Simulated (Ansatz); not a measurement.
# Decaying states in the gap of HfBeF6, part 3 of 3

A new crystal, HfBeF6: structure, gap and complex bands. It is built by putting Be for Mg, Hf for Zr in the MgZrF6 structure of space group Fm-3m, with the volume rescaled by atomic radii. The parent structure comes from the Materials Project.

Ansatz 0.2.0; r2SCAN DFT, plane waves, PAW files (the session's first sound run).

So far, gap on path (eV): step 3 (the bulk crystal and its band edges) 8.08.

The structure was built from a prototype and need not be the compound's stable phase.

**6. Complex bands, plane (001), k-mesh 6×6×6**

Level of this step: r2SCAN DFT, plane waves, PAW files; complex bands by layer matching along the plane's normal (Ansatz).

The same for the (001) plane, at (0, 0) and (-0.5, -0.5), to see how the decay depends on direction.

Input file input.yaml:

```yaml
crystal:
  lattice:
    - [5.291169816, 0.0, 0.0]
    - [0.0, 5.291169816, 0.0]
    - [2.645584908, 2.645584908, 3.741422057]
  atoms:
    - { symbol: Be, position: [0.5, 0.5, 0.0] }
    - { symbol: Hf, position: [0.0, 0.0, 0.0] }
    - { symbol: F, position: [0.2668073305, 0.7331926695, 0.0] }
    - { symbol: F, position: [0.7331926695, 0.2668073305, 0.0] }
    - { symbol: F, position: [0.2668073305, 0.2668073305, 0.0] }
    - { symbol: F, position: [0.7331926695, 0.7331926695, 0.0] }
    - { symbol: F, position: [0.7331926695, 0.7331926695, 0.533614661] }
    - { symbol: F, position: [0.2668073305, 0.2668073305, 0.466385339] }
kpoints:
  mp_grid: { grid: [6, 6, 6] }
scf:
  occupations: { method: fixed }
hamiltonian:
  xc: r2scan
output:
  eigenvalues: true
  transmission:
    leads: [[0, 0]]
    kpoints: [[0.0, 0.0], [-0.5, -0.5]]
    e_range: [-1.0, 9.08]
    de: 0.25
```

The run is started by

```
$ ansatz run input.yaml --threads 2 --pin off --max-ram 4096MiB --backend cpu --events-out ev --progress --plain --runs-dir out
```

Numbers of over 12 decimals in the logs are rounded to 6 here.

The log of the run:

```text
[...]
Crystal: 8 atoms, lattice volume = 104.747 Å³
Basis set: ecut = 500 eV, 2685 PW (Γ), exchange–correlation on 160×160×160 points (64 copies of the dense FFT grid, shifted against one another)
Bands: 43, of which v1, the nominal top of the filled ones, is band 35 counted from 1 (34 counted from 0)
Symmetry: 48 space group operations
[...]
k-points: 16 of 216
[...]
SCF iter   1: F=—  HF=-20697.260243 eV  |F-HF|=—  |Δ(HF+E_count)|=         —  Δρ=1.06e-2  dr2=1.05e-1  dr2_τ=3.13e-1  ethr=1.77e-3  ⟨swp⟩=4.0  Hψ=2282  notcnv=0  defer=72
[...]
SCF iter   7: F=-20697.397289 eV  HF=-20697.397289 eV  |F-HF|=3.07e-7  |Δ(HF+E_count)|=   4.25e-7  Δρ=9.10e-6  dr2=7.96e-8  dr2_τ=6.29e-9  ethr=1.43e-10  ⟨swp⟩=8.5  Hψ=3169  notcnv=0
SCF 1 converged in 7 iterations: F = -20697.397289 eV  dr2 = 7.96e-8
[...]
transmission: 6 of 12 steps passed
transmission: 12 of 12 steps passed
SCF converged after 7 iterations
Free energy (F): -20697.397289 eV
[...]
Internal energy: -20697.397289 eV  (E = F + TS)
E sigma→0 (E₀):  -20697.397289 eV
Fermi energy:    1.529532 eV
[...]
--- Band table (eV; the first three rows and the last of 16) ---
  k-point 0: bands = [... 31 lower, 0.8619, 1.5295, 1.5295, 1.5295, 9.6249, 9.6249, 9.6249, 10.0402, ... 4 higher]
  k-point 1: bands = [... 31 lower, 0.8243, 1.3793, 1.3793, 1.5277, 9.6200, 9.7112, 9.7112, 10.4992, ... 4 higher]
  k-point 2: bands = [... 31 lower, 0.7946, 0.9420, 0.9420, 1.5240, 9.6139, 9.8883, 9.8883, 11.6252, ... 4 higher]
  k-point 15: bands = [... 31 lower, 0.6857, 0.7603, 1.1849, 1.1989, 9.7668, 9.8015, 9.9398, 13.0347, ... 4 higher]
--- Transmission ---
  basis      : 293 plane waves across, 6 finite elements along
  points     : 2, as listed
[...]
crystal 0  : Be1Hf1F6, at the sites [0, 0], period 3.7414 Å: whole cells are its period
[...]
channels       : 0.000000e0 a spin
[...]
slowest decay  : 0.6691 /Å at (0.0000, 0.0000)
```

It took 31 s on 2 threads of Intel Xeon Platinum 8488C (Sapphire Rapids), shared host; peak memory 1.2 GiB.

This step gave:

```
free energy                                               : -20697.3973 eV
decay constant at the filling level, zone centre          : 0.6691 Å⁻¹
decay constant at the filling level, slowest listed point : 0.6691 Å⁻¹
```

K parallel (0, 0); values up to 1.5 1/Å, a degenerate pair printed once or twice; energies at which all values exceed this have no row. Im kz of the slowest decaying states against energy, zero at the highest filled level on the SCF mesh:

```tsv
energy (eV)	decay 1 (Å⁻¹)	decay 2 (Å⁻¹)	decay 3 (Å⁻¹)	decay 4 (Å⁻¹)
-1.00	0.181	0.460	1.12	1.20
0.00	0.0215	0.162	0.417	0.460
1.00	0.590	0.602	0.664	0.937
2.00	0.636	0.661	0.906	0.923
3.00	0.659	0.681	0.879	1.00
4.00	0.669	0.672	0.887	1.04
5.00	0.630	0.677	0.878	1.06
6.00	0.563	0.672	0.836	1.07
7.00	0.459	0.658	0.718	1.05
8.00	0.271	0.280	0.632	0.712
9.00	0.532	0.591	0.747	0.995
```

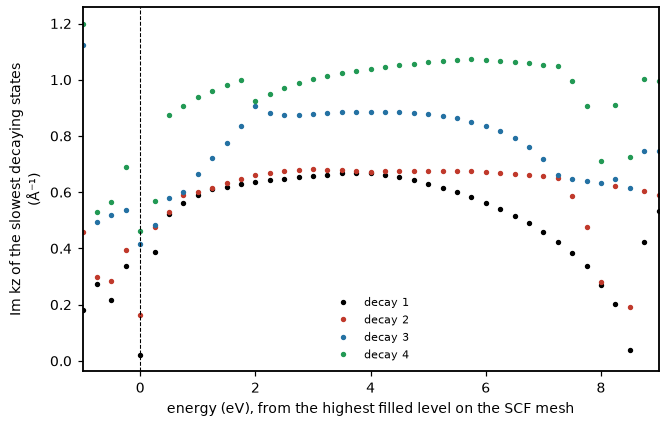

Im kz of the slowest decaying states, plotted against energy.

K parallel (-0.5, -0.5); values up to 1.5 1/Å, a degenerate pair printed once or twice; energies at which all values exceed this have no row. Im kz of the slowest decaying states against energy, zero at the highest filled level on the SCF mesh:

```tsv
energy (eV)	decay 1 (Å⁻¹)	decay 2 (Å⁻¹)	decay 3 (Å⁻¹)	decay 4 (Å⁻¹)
-1.00	0.0527	0.585	0.855	1.07
0.00	0.0682	0.458	0.512	0.672
1.00	0.660	0.680	0.746	1.10
2.00	0.674	0.845	0.875	0.927
3.00	0.692	0.880	0.888	0.999
4.00	0.706	0.890	0.902	1.03
5.00	0.715	0.879	0.895	1.06
6.00	0.721	0.833	0.870	1.08
7.00	0.708	0.725	0.825	1.13
8.00	0.249	0.733	0.754	1.13
9.00	0.522	0.644	0.756	0.881
```

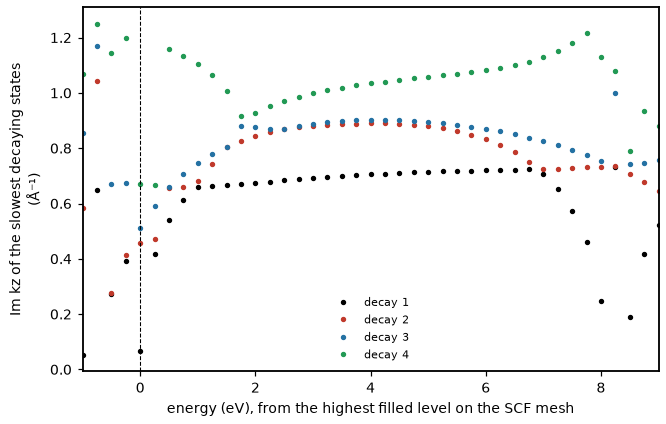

Im kz of the slowest decaying states against energy.

At the listed wavevectors the last open channel is at -0.25 eV and the next at +8.25 eV on the grid, wider than the gap, since narrow bands can fall between grid energies. At +4.00 eV, the grid energy nearest the filling level (the middle of the gap on the SCF mesh), the slowest state at the listed wavevectors decays with κ = 0.669 Å⁻¹, its amplitude falling by e over 1.5 Å; the first such run, plane (110), gave 0.576 Å⁻¹.

**7. Band edges at another level, cutoff 420 eV**

This step: LDA DFT, plane waves, PAW files (Ansatz 0.2.0).

The edges again with LDA, at the same atoms. Against that run the cutoff is 420 eV against 500.

Input file input.yaml:

```yaml
crystal:
  lattice:
    - [0.0, 3.7414220571, 3.7414220571]
    - [3.7414220571, 0.0, 3.7414220571]
    - [3.7414220571, 3.7414220571, 0.0]
  atoms:
    - { symbol: Be, position: [0.5, 0.5, 0.5] }
    - { symbol: Hf, position: [0.0, 0.0, 0.0] }
    - { symbol: F, position: [0.7331926695, 0.2668073305, 0.2668073305] }
    - { symbol: F, position: [0.2668073305, 0.7331926695, 0.7331926695] }
    - { symbol: F, position: [0.2668073305, 0.7331926695, 0.2668073305] }
    - { symbol: F, position: [0.7331926695, 0.2668073305, 0.7331926695] }
    - { symbol: F, position: [0.2668073305, 0.2668073305, 0.7331926695] }
    - { symbol: F, position: [0.7331926695, 0.7331926695, 0.2668073305] }
kpoints:
  mp_grid: { grid: [6, 6, 6] }
  band_path: { path: [VBM, CBM], npoints: 30 }
scf:
  occupations: { method: fixed }
hamiltonian:
  xc: lda
output:
  eigenvalues: true
```

The log of the run:

```text
[...]
Crystal: 8 atoms, lattice volume = 104.747 Å³
Basis set: ecut = 420 eV, 2085 PW (Γ)
Bands: 43, of which v1, the nominal top of the filled ones, is band 35 counted from 1 (34 counted from 0)
Symmetry: 48 space group operations
[...]
k-points: 16 of 216
[...]
SCF iter   1: F=—  HF=-20338.829699 eV  |F-HF|=—  |Δ(HF+E_count)|=         —  Δρ=1.93e-2  dr2=2.90e-1  ethr=1.77e-3  ⟨swp⟩=4.0  Hψ=2267  notcnv=0  defer=75
[...]
SCF iter   8: F=-20338.749411 eV  HF=-20338.749411 eV  |F-HF|=1.26e-8  |Δ(HF+E_count)|=   2.80e-7  Δρ=2.94e-6  dr2=1.29e-8  ethr=1.43e-10  ⟨swp⟩=9.8  Hψ=2524  notcnv=0
SCF 1 converged in 8 iterations: F = -20338.749411 eV  dr2 = 1.29e-8
[...]
SCF converged after 8 iterations
Free energy (F): -20338.749411 eV
[...]
Internal energy: -20338.749411 eV  (E = F + TS)
E sigma→0 (E₀):  -20338.749411 eV
Fermi energy:    1.745667 eV
[...]
--- Band table (eV; the first three rows and the last of 16) ---
  k-point 0: bands = [... 31 lower, 1.0582, 1.7457, 1.7457, 1.7457, 8.9798, 8.9798, 8.9798, 9.2323, ... 4 higher]
  k-point 1: bands = [... 31 lower, 1.0586, 1.6636, 1.6636, 1.6933, 8.9923, 9.0394, 9.0394, 9.5853, ... 4 higher]
  k-point 2: bands = [... 31 lower, 1.1118, 1.4611, 1.4611, 1.5586, 9.0104, 9.1526, 9.1526, 10.4987, ... 4 higher]
  k-point 15: bands = [... 31 lower, 0.8527, 0.8645, 1.1557, 1.5933, 9.0702, 9.2675, 9.3695, 12.0720, ... 4 higher]
```

Elapsed: 5.2 s, on 2 threads; peak memory 0.45 GiB; 9.8 s of CPU time.

Numbers from this step:

```
free energy         : -20338.7494 eV
Fermi energy        : 1.746 eV
gap on the k-mesh   : 7.228 eV
gap on path         : 7.228 eV, by band count; negative where bands overlap
direct gap on path  : 7.233 eV
edge places on path : 0, 0.6163 1/A along the path
```

The electronic bands at the labelled points (eV, zero at the Fermi level (highest filled level under fixed occupations); v1 is the highest filled band, c1 the lowest empty one):

```tsv
point	v4	v3	v2	v1	c1	c2	c3	c4
VBM	-0.69	-0.01	-0.01	0.00	7.23	7.24	7.24	7.52
CBM	-0.80	-0.67	-0.67	-0.01	7.23	7.56	7.56	9.30
```

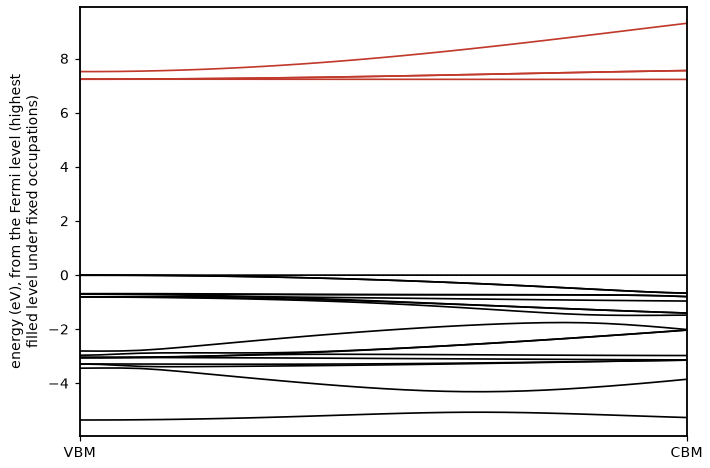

Electronic bands along the path; lines of filled and empty bands in two colours.

The searched edges give 7.23 eV, as on the mesh.

Between step 3 and this run (LDA and cutoff 420 eV) the value for the gap on path moves from 8.08 eV to 7.23 eV.

**8. Complex bands at another level, cutoff 420 eV**

This step: LDA DFT, plane waves, PAW files; complex bands by layer matching along the plane's normal (Ansatz 0.2.0).

The complex bands at that level, over its own gap, at (0, 0) and (0, -0.2708).

Input file input.yaml:

```yaml
crystal:
  lattice:
    - [5.291169816, 0.0, 0.0]
    - [0.0, 7.482844114, 0.0]
    - [2.645584908, 3.741422057, 2.645584908]
  atoms:
    - { symbol: Be, position: [0.0, 0.5, 0.0] }
    - { symbol: Hf, position: [0.0, 0.0, 0.0] }
    - { symbol: F, position: [0.466385339, 0.7331926695, 0.533614661] }
    - { symbol: F, position: [0.533614661, 0.2668073305, 0.466385339] }
    - { symbol: F, position: [0.0, 0.7331926695, 0.533614661] }
    - { symbol: F, position: [0.0, 0.2668073305, 0.466385339] }
    - { symbol: F, position: [0.0, 0.2668073305, 0.0] }
    - { symbol: F, position: [0.0, 0.7331926695, 0.0] }
kpoints:
  mp_grid: { grid: [8, 8, 8] }
scf:
  occupations: { method: fixed }
hamiltonian:
  xc: lda
output:
  eigenvalues: true
  transmission:
    leads: [[0, 0]]
    kpoints: [[0.0, 0.0], [0.0, -0.2708]]
    e_range: [-1.0, 8.23]
    de: 0.18
```

The log of the run:

```text
[...]
Crystal: 8 atoms, lattice volume = 104.747 Å³
Basis set: ecut = 420 eV, 2085 PW (Γ)
Bands: 43, of which v1, the nominal top of the filled ones, is band 35 counted from 1 (34 counted from 0)
Symmetry: 48 space group operations
[...]
k-points: 29 of 512
[...]
SCF iter   1: F=—  HF=-20338.829438 eV  |F-HF|=—  |Δ(HF+E_count)|=         —  Δρ=1.93e-2  dr2=2.90e-1  ethr=1.77e-3  ⟨swp⟩=4.0  Hψ=4109  notcnv=0  defer=137
[...]
SCF iter   8: F=-20338.749146 eV  HF=-20338.749146 eV  |F-HF|=1.25e-8  |Δ(HF+E_count)|=   2.79e-7  Δρ=3.02e-6  dr2=1.36e-8  ethr=1.43e-10  ⟨swp⟩=9.8  Hψ=4637  notcnv=0
SCF 1 converged in 8 iterations: F = -20338.749146 eV  dr2 = 1.36e-8
[...]
transmission: 4 of 8 steps passed
transmission: 8 of 8 steps passed
SCF converged after 8 iterations
Free energy (F): -20338.749146 eV
[...]
Internal energy: -20338.749146 eV  (E = F + TS)
E sigma→0 (E₀):  -20338.749146 eV
Fermi energy:    1.745651 eV
[...]
--- Band table (eV; the first three rows and the last of 29) ---
  k-point 0: bands = [... 31 lower, 1.0582, 1.7457, 1.7457, 1.7457, 8.9798, 8.9798, 8.9798, 9.2323, ... 4 higher]
  k-point 1: bands = [... 31 lower, 1.0635, 1.5915, 1.6371, 1.6820, 9.0050, 9.0622, 9.0656, 9.7508, ... 4 higher]
  k-point 2: bands = [... 31 lower, 1.1256, 1.3155, 1.3818, 1.4698, 9.1133, 9.1428, 9.2248, 11.0419, ... 4 higher]
  k-point 28: bands = [... 31 lower, 0.6930, 0.7109, 1.4076, 1.4076, 9.1678, 9.1678, 9.3694, 12.3408, ... 4 higher]
--- Transmission ---
  basis      : 349 plane waves across, 4 finite elements along
  points     : 2, as listed
[...]
crystal 0  : Be1Hf1F6, at the sites [0, 0], period 2.6456 Å: whole cells are its period
[...]
channels       : 0.000000e0 a spin
[...]
slowest decay  : 0.5390 /Å at (0.0000, 0.0000)
```

Run time: 65 s. Hardware: 2 threads; peak memory 1.3 GiB.

This step gave:

| Quantity | Value |
| --- | --- |
| free energy | -20338.7491 eV |
| level to which the leads are filled | 3.614 eV from the Fermi level |
| decay constant at the filling level, zone centre | 0.5390 Å⁻¹ |
| decay constant at the filling level, slowest listed point | 0.539 Å⁻¹ |

K parallel (0, 0); values up to 1.5 1/Å, a degenerate pair printed once or twice; energies at which all values exceed this have no row. The Im kz of the slowest decaying states by energy, zero at the highest filled level on the SCF mesh:

```tsv
energy (eV)	decay 1 (Å⁻¹)	decay 2 (Å⁻¹)	decay 3 (Å⁻¹)	decay 4 (Å⁻¹)
-1.00	0.0266	0.345	0.460	0.652
0.08	0.202	0.216	0.256	0.337
0.98	0.448	0.463	0.625	0.626
2.06	0.514	0.536	0.687	0.804
2.96	0.537	0.567	0.707	0.883
4.04	0.534	0.578	0.716	0.836
4.94	0.505	0.566	0.712	0.770
6.02	0.425	0.516	0.645	0.692
6.92	0.282	0.369	0.424	0.477
8.00	0.481	0.566	0.610	0.657
```

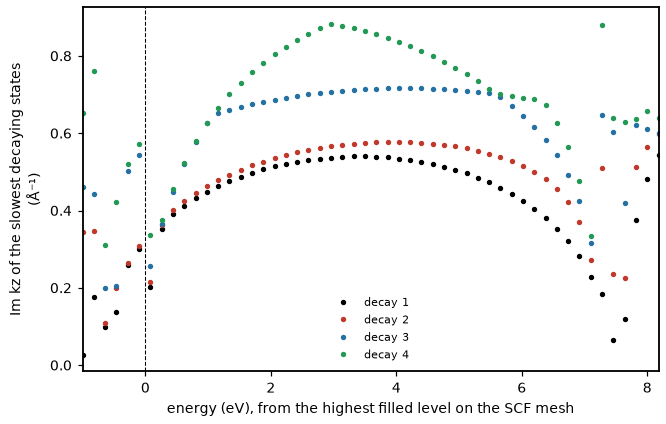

Im kz of the slowest decaying states against energy.

K parallel (0, -0.2708); values up to 1.5 1/Å, a degenerate pair printed once or twice; energies at which all values exceed this have no row. Table of Im kz of the slowest decaying states by energy, zero at the highest filled level on the SCF mesh:

```tsv
energy (eV)	decay 1 (Å⁻¹)	decay 2 (Å⁻¹)	decay 3 (Å⁻¹)	decay 4 (Å⁻¹)
-1.00	0.0698	0.155	0.390	0.422
0.08	0.208	0.215	0.342	0.347
0.98	0.458	0.464	0.625	0.626
2.06	0.525	0.536	0.684	0.804
2.96	0.550	0.566	0.704	0.886
4.04	0.551	0.576	0.714	0.913
4.94	0.528	0.563	0.709	0.830
6.02	0.460	0.512	0.688	0.693
6.92	0.332	0.369	0.487	0.567
8.00	0.506	0.527	0.565	0.621
```

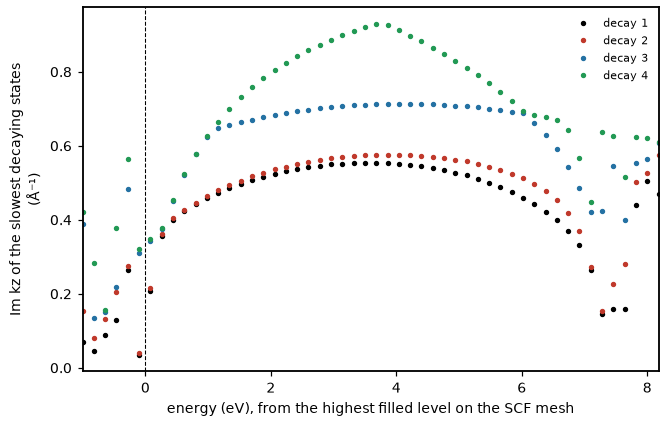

Im kz of the slowest decaying states, plotted against energy.

At the listed wavevectors the last open channel is at -0.10 eV and the next at +7.28 eV on the grid. At +3.68 eV, the grid energy nearest the filling level (the middle of the gap on the SCF mesh), the slowest state at the listed wavevectors decays with κ = 0.539 Å⁻¹, its amplitude falling by e over 1.9 Å; the first such run, plane (110), gave 0.576 Å⁻¹.

**9. Outcome**

| Quantity | Value |
| --- | --- |
| band gap | 8.08 eV |
| least decay constant at mid-gap, normal to (110) | 0.576 Å⁻¹ |
| least decay constant at mid-gap, normal to (001) | 0.669 Å⁻¹ |
| least decay constant on a mesh, normal to (110) | 0.576 Å⁻¹ |
| least decay constant, LDA | 0.539 Å⁻¹ |

**Reading.** With r2SCAN, the slowest decay at the wavevectors tried is κ = 0.576 Å⁻¹, normal to (110). Through such a film the transmission near mid-gap falls as exp(−2κd), a factor of ten every 2.0 Å. The decay depends on direction: 1.2 times faster normal to (001). A free electron under a barrier of half the gap would need a mass of 0.31 mₑ to decay at this rate. With LDA the gap goes from 8.08 to 7.23 eV and the decay constant, over the first 2 listed wavevectors (which shift with the band edges), from 0.576 to 0.539 Å⁻¹. The compound is made up by substitution; its stability against other phases and against distortions of the cell's symmetry was not tested. r2SCAN still narrows gaps, if less than LDA and GGA do, so real decay constants are likely larger.

[Logs are printed without paths, hosts, clocks, repeated set-up lines and the standing remarks that a program may print on its own settings, such as how far it seeks lower states.]

[Hosts, paths, dates, database ids (printed as entryN), source tags and the programs' standing remarks are cut or masked in the printed files.]

[New means built here by substitution; the compound itself may be known and measured.]
